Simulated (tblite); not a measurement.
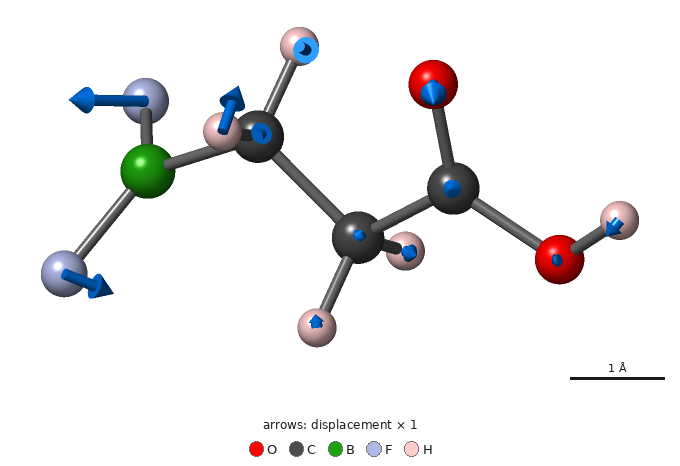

A relaxation of C₃H₅BF₂O₂. The starting structure is drawn; blue arrows show the displacements, at their true length. The two geometries are superimposed by the best rigid fit.

A ball-and-stick model, seen at a tilt.

The calculation used GFN2-xTB geometry optimisation, gas phase in tblite 0.8.0. 

Describe the change and its energy.

Answer. Over 80 geometry steps the energy falls by 121.7 kJ/mol. The atom that moves furthest after the best rigid fit is an F atom (1.04 Å). By element the largest moves are F 1.04 Å, H 0.63 Å, O 0.47 Å, C 0.28 Å, B 0.05 Å. Near-neighbour distances that change, for instance: B–F 1.465 → 1.317 Å, B–F 1.434 → 1.318 Å, C–O 1.403 → 1.338 Å, C–O 1.256 → 1.200 Å. Bond angles that change, for instance: O–C–C 119.9° → 111.5°, O–C–C 117.9° → 125.7°, C–C–C 103.9° → 111.7°. Groups turn about B–C by about 55°.
